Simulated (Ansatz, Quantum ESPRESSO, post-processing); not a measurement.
# Thickness dependence of 1T-SnO2, part 5 of 7

Wanted: polarisability and band edges of 1T-SnO2, layer by layer.

Quantum ESPRESSO 7.5; plane-wave DFT, LDA, GBRV ultrasoft pseudopotentials; geometry by Ansatz 0.2.0 with PAW datasets.

So far. Step 7 (Band structure, 1 layer: no field): Along this path the valence top lies between K and Γ and the conduction bottom at Γ. Step 13 (Electrostatic potential, 2 layers): The slope in the vacuum is 0.100 eV/Å for an applied 0.10 V/Å, as it should be.

## 14. Bands along a path, 2 layers: no field

Contents of n2.f0.bands.in:

```
&control
  prefix = 'n2.f0.bands'
  outdir = './out'
  pseudo_dir = './pseudo'
  calculation = 'bands'
  tefield = .true.
  dipfield = .true.
/
&system
  ibrav = 0
  nat = 6
  ntyp = 2
  ecutwfc = 40
  ecutrho = 200
  occupations = 'smearing'
  smearing = 'fd'
  degauss = 0.004
  edir = 3
  emaxpos = 0.97
  eopreg = 0.04
  eamp = 0.0
  nbnd = 30
/
&electrons
  conv_thr = 1e-07
  mixing_beta = 0.4
  electron_maxstep = 120
  mixing_mode = 'local-TF'
/
ATOMIC_SPECIES
  O   15.9990  o_lda_v1.2.uspp.F.UPF
  Sn  118.7100  sn_lda_v1.4.uspp.F.UPF
CELL_PARAMETERS angstrom
  3.21614537024490 -0.00000000000000 -0.00000000000000
  -1.60807268512245 2.78526359289579 0.00000000000000
  -0.00000000000000 0.00000000000000 23.87770876400000
ATOMIC_POSITIONS crystal
  O   0.666666666667 0.333333333333 0.360499753708
  Sn  0.000000000000 -0.000000000000 0.403008169099
  O   0.333333333333 0.666666666667 0.445403709341
  O   0.666666666667 0.333333333333 0.554596293838
  Sn  -0.000000000000 0.000000000000 0.596991821965
  O   0.333333333333 0.666666666667 0.639500252048
K_POINTS crystal_b
4
  0.0000000000 0.0000000000 0.0000000000 12
  0.5000000000 0.0000000000 0.0000000000 12
  0.3333333333 0.3333333333 0.0000000000 12
  0.0000000000 0.0000000000 0.0000000000 1
```

Command:

```bash
$ cp -r out/n2.f0.save out/n2.f0.bands.save
$ cp out/n2.f0.xml out/n2.f0.bands.xml
$ OMP_NUM_THREADS=1 mpirun -n 4 pw.x -nk 4 -in n2.f0.bands.in > n2.f0.bands.out
```

The program printed:

```text
[banner, memory and clock lines left out]
Program PWSCF v.7.5 starts

          URL

     Presently no symmetry can be used with electric field

     Atomic positions and unit cell read from directory:
     ./out/n2.f0.bands.save/

     G-vector sticks info

     bravais-lattice index     =            0
     lattice parameter (alat)  =       6.0776  a.u.
     unit-cell volume          =    1443.4150 (a.u.)^3
     number of atoms/cell      =            6
     number of atomic types    =            2
     number of electrons       =        52.00
     number of Kohn-Sham states=           30
     kinetic-energy cutoff     =      40.0000  Ry
     charge density cutoff     =     200.0000  Ry
     Exchange-correlation=  SLA  PZ   NOGX NOGC
                           (   1   1   0   0   0   0   0)

     celldm(1)=   6.077634  celldm(2)=   0.000000  celldm(3)=   0.000000
     celldm(4)=   0.000000  celldm(5)=   0.000000  celldm(6)=   0.000000

     crystal axes: (cart. coord. in units of alat)
               a(1) = (   1.000000  -0.000000  -0.000000 )
               a(2) = (  -0.500000   0.866025   0.000000 )
               a(3) = (  -0.000000   0.000000   7.424325 )

     reciprocal axes: (cart. coord. in units 2 pi/alat)
               b(1) = (  1.000000  0.577350  0.000000 )
               b(2) = (  0.000000  1.154701  0.000000 )
               b(3) = (  0.000000  0.000000  0.134692 )

     PseudoPot. # 1 for O  read from file:
     ./pseudo/o_lda_v1.2.uspp.F.UPF
     Pseudo is Ultrasoft + core correction, Zval =  6.0
     Generated by new atomic code, or converted to UPF format
     Using radial grid of  737 points,  5 beta functions with:
                l(1) =   0
                l(2) =   0
                l(3) =   1
                l(4) =   1
                l(5) =   2
     Q(r) pseudized with  8 coefficients,  rinner =    0.900   0.900   0.900
                                                       0.900   0.900

     PseudoPot. # 2 for Sn read from file:
     ./pseudo/sn_lda_v1.4.uspp.F.UPF
     Pseudo is Ultrasoft + core correction, Zval = 14.0
     Generated by new atomic code, or converted to UPF format
     Using radial grid of  891 points,  6 beta functions with:
                l(1) =   0
                l(2) =   0
                l(3) =   1
                l(4) =   1
                l(5) =   2
                l(6) =   2
     Q(r) pseudized with  8 coefficients,  rinner =    1.350   1.350   1.350
                                                       1.350   1.350

     atomic species   valence    mass     pseudopotential
     O                 6.00    15.99900     O ( 1.00)
     Sn               14.00   118.71000     Sn( 1.00)

     No symmetry found

   Cartesian axes

     site n.     atom                  positions (alat units)
         1        O      tau(   1) = (   0.5000000   0.2886751   2.6764674  )
         2        Sn     tau(   2) = (   0.0000000   0.0000000   2.9920637  )
         3        O      tau(   3) = (  -0.0000000   0.5773503   3.3068219  )
         4        O      tau(   4) = (   0.5000000   0.2886751   4.1175032  )
         5        Sn     tau(   5) = (  -0.0000000   0.0000000   4.4322614  )
         6        O      tau(   6) = (  -0.0000000   0.5773503   4.7478578  )

     number of k points=    37  Fermi-Dirac smearing, width (Ry)=  0.0040
                       cart. coord. in units 2pi/alat
        k(    1) = (   0.0000000   0.0000000   0.0000000), wk =   0.0540541
        k(    2) = (   0.0416667   0.0240563   0.0000000), wk =   0.0540541
        k(    3) = (   0.0833333   0.0481125   0.0000000), wk =   0.0540541
        k(    4) = (   0.1250000   0.0721688   0.0000000), wk =   0.0540541
        k(    5) = (   0.1666667   0.0962250   0.0000000), wk =   0.0540541
        k(    6) = (   0.2083333   0.1202813   0.0000000), wk =   0.0540541
        k(    7) = (   0.2500000   0.1443376   0.0000000), wk =   0.0540541
        k(    8) = (   0.2916667   0.1683938   0.0000000), wk =   0.0540541
        k(    9) = (   0.3333333   0.1924501   0.0000000), wk =   0.0540541
        k(   10) = (   0.3750000   0.2165064   0.0000000), wk =   0.0540541
        k(   11) = (   0.4166667   0.2405626   0.0000000), wk =   0.0540541
        k(   12) = (   0.4583333   0.2646189   0.0000000), wk =   0.0540541
        k(   13) = (   0.5000000   0.2886751   0.0000000), wk =   0.0540541
        k(   14) = (   0.4861111   0.3127314   0.0000000), wk =   0.0540541
        k(   15) = (   0.4722222   0.3367877   0.0000000), wk =   0.0540541
        k(   16) = (   0.4583333   0.3608439   0.0000000), wk =   0.0540541
        k(   17) = (   0.4444444   0.3849002   0.0000000), wk =   0.0540541
        k(   18) = (   0.4305556   0.4089564   0.0000000), wk =   0.0540541
        k(   19) = (   0.4166667   0.4330127   0.0000000), wk =   0.0540541
        k(   20) = (   0.4027778   0.4570690   0.0000000), wk =   0.0540541
        k(   21) = (   0.3888889   0.4811252   0.0000000), wk =   0.0540541
        k(   22) = (   0.3750000   0.5051815   0.0000000), wk =   0.0540541
        k(   23) = (   0.3611111   0.5292377   0.0000000), wk =   0.0540541
        k(   24) = (   0.3472222   0.5532940   0.0000000), wk =   0.0540541
        k(   25) = (   0.3333333   0.5773503   0.0000000), wk =   0.0540541
        k(   26) = (   0.3055556   0.5292377   0.0000000), wk =   0.0540541
        k(   27) = (   0.2777778   0.4811252   0.0000000), wk =   0.0540541
        k(   28) = (   0.2500000   0.4330127   0.0000000), wk =   0.0540541
        k(   29) = (   0.2222222   0.3849002   0.0000000), wk =   0.0540541
        k(   30) = (   0.1944444   0.3367877   0.0000000), wk =   0.0540541
        k(   31) = (   0.1666667   0.2886751   0.0000000), wk =   0.0540541
        k(   32) = (   0.1388889   0.2405626   0.0000000), wk =   0.0540541
        k(   33) = (   0.1111111   0.1924501   0.0000000), wk =   0.0540541
        k(   34) = (   0.0833333   0.1443376   0.0000000), wk =   0.0540541
        k(   35) = (   0.0555556   0.0962250   0.0000000), wk =   0.0540541
        k(   36) = (   0.0277778   0.0481125   0.0000000), wk =   0.0540541
        k(   37) = (   0.0000000   0.0000000   0.0000000), wk =   0.0540541

     Dense  grid:    69065 G-vectors     FFT dimensions: (  27,  27, 216)

     Smooth grid:    49369 G-vectors     FFT dimensions: (  25,  25, 192)

     Check: negative core charge=   -0.000001

     The potential is recalculated from file :
     ./out/n2.f0.bands.save/charge-density

     negative rho (up, down):  3.023E-04 0.000E+00

     Adding external electric field

     Computed dipole along edir(3) :
        Dipole                0.0000 Ry au,          0.0000 Debye
[...]
-3.0269  -3.0111   2.3573   2.4159   4.2758   4.5137

          k = 0.4722 0.3368 0.0000 (  6176 PWs)   bands (ev):

   -23.2103 -23.2069 -22.3871 -22.3863 -22.3538 -22.3533 -22.1897 -22.1879
   -22.1166 -22.1165 -19.2098 -19.1818 -17.4512 -17.4391  -9.2189  -9.2114
    -7.2011  -6.9693  -5.8968  -5.8523  -4.2879  -4.0503  -3.3033  -3.2833
    -3.0025  -3.0014   2.4060   2.4617   4.3600   4.6037

          k = 0.4583 0.3608 0.0000 (  6170 PWs)   bands (ev):

   -23.1943 -23.1909 -22.3812 -22.3812 -22.3803 -22.3802 -22.1911 -22.1892
   -22.1293 -22.1292 -19.1493 -19.1218 -17.4712 -17.4599  -9.2242  -9.2233
    -7.1625  -6.9317  -5.9560  -5.9366  -4.3308  -4.1752  -3.3331  -3.2773
    -2.9900  -2.9712   2.4831   2.5337   4.4955   4.7485

          k = 0.4444 0.3849 0.0000 (  6180 PWs)   bands (ev):

   -23.1722 -23.1690 -22.4185 -22.4178 -22.3731 -22.3724 -22.1930 -22.1911
   -22.1441 -22.1439 -19.0685 -19.0416 -17.4997 -17.4895  -9.2422  -9.2302
    -7.1095  -6.8802  -6.0400  -6.0287  -4.4028  -4.3345  -3.3791  -3.2449
    -2.9807  -2.9385   2.5827   2.6256   4.6757   4.9410

          k = 0.4306 0.4090 0.0000 (  6184 PWs)   bands (ev):

   -23.1447 -23.1415 -22.4650 -22.4643 -22.3629 -22.3622 -22.1954 -22.1935
   -22.1594 -22.1592 -18.9706 -18.9447 -17.5370 -17.5282  -9.2651  -9.2399
    -7.0432  -6.8158  -6.1521  -6.1075  -4.5187  -4.5082  -3.4101  -3.2085
    -2.9765  -2.9082   2.6972   2.7299   4.8927   5.1731

          k = 0.4167 0.4330 0.0000 (  6192 PWs)   bands (ev):

   -23.1122 -23.1092 -22.5184 -22.5177 -22.3507 -22.3502 -22.1983 -22.1965
   -22.1747 -22.1745 -18.8592 -18.8343 -17.5837 -17.5767  -9.2923  -9.2527
    -6.9653  -6.7404  -6.2630  -6.1849  -4.7187  -4.6451  -3.4209  -3.1699
    -2.9787  -2.8835   2.8182   2.8381   5.1374   5.4359

          k = 0.4028 0.4571 0.0000 (  6210 PWs)   bands (ev):

   -23.0754 -23.0725 -22.5762 -22.5753 -22.3369 -22.3364 -22.2017 -22.1999
   -22.1896 -22.1895 -18.7376 -18.7141 -17.6402 -17.6353  -9.3226  -9.2686
    -6.8783  -6.6565  -6.3644  -6.2543  -4.9254  -4.8049  -3.4119  -3.1320
    -2.9870  -2.8663   2.9366   2.9422   5.3999   5.7207

          k = 0.3889 0.4811 0.0000 (  6214 PWs)   bands (ev):

   -23.0351 -23.0324 -22.6358 -22.6349 -22.3216 -22.3212 -22.2056 -22.2041
   -22.2040 -22.2038 -18.6094 -18.5876 -17.7071 -17.7046  -9.3542  -9.2868
    -6.7862  -6.5681  -6.4494  -6.3108  -5.1291  -4.9751  -3.3867  -3.1005
    -2.9973  -2.8579   3.0348   3.0440   5.6686   6.0190

          k = 0.3750 0.5052 0.0000 (  6214 PWs)   bands (ev):

   -22.9920 -22.9896 -22.6952 -22.6941 -22.3052 -22.3049 -22.2183 -22.2182
   -22.2098 -22.2081 -18.4778 -18.4581 -17.7850 -17.7846  -9.3845  -9.3058
    -6.6952  -6.5143  -6.4808  -6.3507  -5.3185  -5.1408  -3.3494  -3.0902
    -2.9956  -2.8587   3.1103   3.1333   5.9277   6.3229

          k = 0.3611 0.5292 0.0000 (  6212 PWs)   bands (ev):

   -22.9471 -22.9448 -22.7525 -22.7512 -22.2884 -22.2881 -22.2320 -22.2318
   -22.2142 -22.2125 -18.3461 -18.3289 -17.8766 -17.8731  -9.4104  -9.3233
    -6.6161  -6.5541  -6.4072  -6.3722  -5.4784  -5.2846  -3.3038  -3.1111
    -2.9728  -2.8684   3.1652   3.1994   6.1521   6.6244

          k = 0.3472 0.5533 0.0000 (  6218 PWs)   bands (ev):

   -22.9012 -22.8991 -22.8061 -22.8045 -22.2718 -22.2715 -22.2451 -22.2449
   -22.2183 -22.2165 -18.2174 -18.2032 -17.9793 -17.9723  -9.4285  -9.3363
    -6.5694  -6.5654  -6.3754  -6.3619  -5.5881  -5.3844  -3.2530  -3.1504
    -2.9421  -2.8865   3.1979   3.2392   6.3027   6.9132

          k = 0.3333 0.5774 0.0000 (  6234 PWs)   bands (ev):

   -22.8573 -22.8572 -22.8509 -22.8508 -22.2576 -22.2575 -22.2572 -22.2571
   -22.2204 -22.2186 -18.1006 -18.1006 -18.0764 -18.0762  -9.4352  -9.3414
    -6.5603  -6.5603  -6.3610  -6.3610  -5.6269  -5.4199  -3.1999  -3.1999
    -2.9120  -2.9119   3.2085   3.2523   6.3512   7.0984

          k = 0.3056 0.5292 0.0000 (  6204 PWs)   bands (ev):

   -22.9342 -22.9319 -22.7652 -22.7640 -22.2794 -22.2790 -22.2505 -22.2501
   -22.2053 -22.2040 -18.3522 -18.3334 -17.8758 -17.8739  -9.4023  -9.3144
    -6.6725  -6.5026  -6.4469  -6.2805  -5.5013  -5.3032  -3.3171  -3.1016
    -2.9747  -2.8652   3.1698   3.2046   6.2250   6.8565

          k = 0.2778 0.4811 0.0000 (  6212 PWs)   bands (ev):

   -22.9849 -22.9820 -22.6841 -22.6833 -22.2966 -22.2961 -22.2615 -22.2608
   -22.1787 -22.1776 -18.6423 -18.6152 -17.7217 -17.7124  -9.2924  -9.2193
    -6.8063  -6.6224  -6.3015  -6.1439  -5.2363  -5.0551  -3.4457  -3.1049
    -2.9663  -2.8456   3.0643   3.0778   5.9609   6.5026

          k = 0.2500 0.4330 0.0000 (  6202 PWs)   bands (ev):

   -23.0045 -23.0012 -22.6160 -22.6157 -22.3082 -22.3076 -22.2747 -22.2740
   -22.1595 -22.1584 -18.9509 -18.9156 -17.6409 -17.6182  -9.0969  -9.0439
    -6.8568  -6.6819  -6.0809  -5.9711  -4.9331  -4.7713  -3.5704  -3.1996
    -2.8973  -2.8589   2.8941   2.9004   5.6401   6.1803

          k = 0.2222 0.3849 0.0000 (  6180 PWs)   bands (ev):

   -22.9926 -22.9888 -22.5647 -22.5646 -22.3137 -22.3131 -22.2866 -22.2860
   -22.1536 -22.1526 -19.2613 -19.2183 -17.6378 -17.6007  -8.8181  -8.7872
    -6.7891  -6.6264  -5.8233  -5.7829  -4.6347  -4.4941  -3.6748  -3.3018
    -2.9048  -2.8469   2.6644   2.6720   5.2970   5.8560

          k = 0.1944 0.3368 0.0000 (  6150 PWs)   bands (ev):

   -22.9507 -22.9467 -22.5326 -22.5323 -22.3133 -22.3126 -22.2958 -22.2953
   -22.1633 -22.1626 -19.5564 -19.5063 -17.7092 -17.6575  -8.4681  -8.4581
    -6.5988  -6.4483  -5.5982  -5.5501  -4.3664  -4.2475  -3.7433  -3.3945
    -2.9771  -2.8214   2.3627   2.3875   4.9367   5.4432

          k = 0.1667 0.2887 0.0000 (  6140 PWs)   bands (ev):

   -22.8826 -22.8786 -22.5199 -22.5194 -22.3076 -22.3068 -22.3043 -22.3039
   -22.1863 -22.1860 -19.8213 -19.7649 -17.8423 -17.7774  -8.0732  -8.0684
    -6.2985  -6.1575  -5.4273  -5.2805  -4.1476  -4.0478  -3.7657  -3.4665
    -3.0636  -2.8178   1.9619   2.0575   4.5543   4.9989

          k = 0.1389 0.2406 0.0000 (  6144 PWs)   bands (ev):

   -22.7945 -22.7908 -22.5242 -22.5235 -22.3206 -22.3204 -22.2974 -22.2967
   -22.2119 -22.2118 -20.0451 -19.9834 -18.0182 -17.9418  -7.6569  -7.6515
    -5.9127  -5.7763  -5.2607  -5.0290  -3.9956  -3.9044  -3.7420  -3.5097
    -3.1487  -2.8311   1.4787   1.6753   4.1534   4.5299

          k = 0.1111 0.1925 0.0000 (  6152 PWs)   bands (ev):

   -22.6954 -22.6924 -22.5423 -22.5414 -22.3528 -22.3527 -22.2839 -22.2831
   -22.2264 -22.2262 -20.2229 -20.1569 -18.2136 -18.1278  -7.2622  -7.2410
    -5.4761  -5.3364  -5.0639  -4.7994  -3.9199  -3.8157  -3.6857  -3.5249
    -3.2203  -2.8589   0.9412   1.2572   3.7463   4.0540

          k = 0.0833 0.1443 0.0000 (  6136 PWs)   bands (ev):

   -22.5977 -22.5955 -22.5707 -22.5697 -22.3911 -22.3910 -22.2679 -22.2671
   -22.2301 -22.2297 -20.3547 -20.2855 -18.4038 -18.3107  -6.9504  -6.8653
    -5.0312  -4.8788  -4.7953  -4.5834  -3.9047  -3.7660  -3.6259  -3.5271
    -3.2836  -2.9056   0.3913   0.8368   3.3554   3.6015

          k = 0.0556 0.0962 0.0000 (  6123 PWs)   bands (ev):

   -22.6037 -22.6023 -22.5155 -22.5145 -22.4212 -22.4211 -22.2505 -22.2498
   -22.2297 -22.2294 -20.4441 -20.3728 -18.5640 -18.4655  -6.7447  -6.5710
    -4.6127  -4.4645  -4.4582  -4.3721  -3.9141  -3.7310  -3.5914  -3.5372
    -3.3636  -2.9805  -0.1127   0.4640   3.0181   3.2159

          k = 0.0278 0.0481 0.0000 (  6131 PWs)   bands (ev):

   -22.6298 -22.6283 -22.4624 -22.4621 -22.4388 -22.4387 -22.2350 -22.2346
   -22.2288 -22.2285 -20.4956 -20.4231 -18.6715 -18.5697  -6.6369  -6.3878
    -4.2467  -4.1844  -4.1837  -4.1567  -3.9001  -3.6798  -3.6003  -3.5651
    -3.4853  -3.0817  -0.4865   0.2006   2.7836   2.9507

          k = 0.0000 0.0000 0.0000 (  6115 PWs)   bands (ev):

   -22.6398 -22.6382 -22.4444 -22.4444 -22.4443 -22.4443 -22.2284 -22.2284
   -22.2281 -22.2281 -20.5124 -20.4394 -18.7095 -18.6065  -6.6043  -6.3264
    -4.0920  -4.0920  -4.0628  -4.0628  -3.8417  -3.6269  -3.6269  -3.5895
    -3.5895  -3.1455  -0.6288   0.1045   2.6989   2.8553

     XML data file, pseudopotentials, collected wavefunctions

                                        0.00s GPU  (     314 calls)
[key lines of the parts left out:]
Dipole field          0.0000 Ry au,
```

It took 22 s on 4 MPI ranks of Arm Neoverse V2, shared host; peak memory 0.35 GiB.

This step gave:

| Property | Result |
| --- | --- |
| dipole along the normal | 0 e·Å |
| valence top, on the run's zero | -2.818 eV |
| conduction bottom, on the run's zero | -0.6288 eV |
| gap by band count | 2.189 eV |

Band numbers count within the set of bands kept for display. Electronic bands along the path, in eV, zero at the highest filled level of the SCF mesh; v1 is the highest filled band, c1 the lowest empty one:

| point | v4 | v3 | v2 | v1 | c1 | c2 | c3 | c4 |
| --- | --- | --- | --- | --- | --- | --- | --- | --- |
| Γ | -0.81 | -0.77 | -0.77 | -0.33 | 2.19 | 2.92 | 5.52 | 5.67 |
| M | -0.51 | -0.41 | -0.22 | -0.20 | 5.16 | 5.22 | 7.06 | 7.30 |
| K | -0.38 | -0.38 | -0.09 | -0.09 | 6.03 | 6.07 | 9.17 | 9.92 |
| Γ | -0.81 | -0.77 | -0.77 | -0.33 | 2.19 | 2.92 | 5.52 | 5.67 |

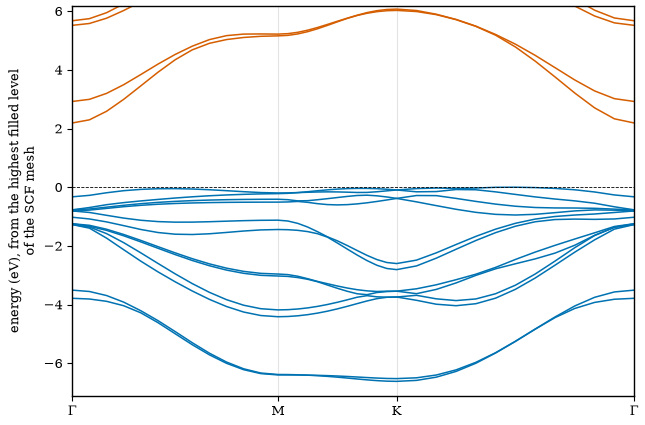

Electronic bands along the path; lines of filled and empty bands in two colours.

Along this path the valence top lies between K and Γ and the conduction bottom at Γ.

## 15. Polarisability from the dipole between 0 and 0.1 V/A, 2 layers

This step gave:

```
polarisability a cell      : 4.332 Å³
sheet polarisability 4πα/A : 6.077 Å
```

The change of the potential energy, second field less first by z:

| z (Å) | change of the potential energy, second field less first (eV) |
| --- | --- |
| 0 | -0.445 |
| 1 | -0.790 |
| 2 | -0.690 |
| 3 | -0.590 |
| 4 | -0.490 |
| 5 | -0.390 |
| 6 | -0.290 |
| 7 | -0.193 |
| 8 | -0.117 |
| 9 | -0.0866 |
| 10 | -0.0737 |
| 11 | -0.0517 |
| 12 | 0.00413 |
| 13 | 0.0555 |
| 14 | 0.0747 |
| 15 | 0.0879 |
| 16 | 0.123 |
| 17 | 0.204 |
| 18 | 0.303 |
| 19 | 0.402 |
| 20 | 0.502 |
| 21 | 0.602 |
| 22 | 0.702 |
| 23 | 0.802 |

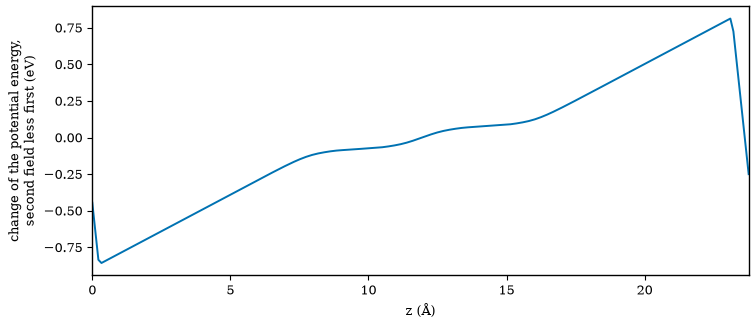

Change of the potential energy, second field less first against z.

(Part 5 of 7 ends here.)

[Logs are printed without paths, hosts, clocks, repeated set-up lines and the standing remarks that a program may print on its own settings, such as how far it seeks lower states.]

[Hosts, paths, dates, database ids (printed as entryN), source tags and the programs' standing remarks are cut or masked in the printed files.]

[Maps of the electrostatic potential energy from Ansatz leave out the sawtooth potential of an applied field or a dipole correction, so their vacuum need not be flat; planar profiles and work functions include it.]
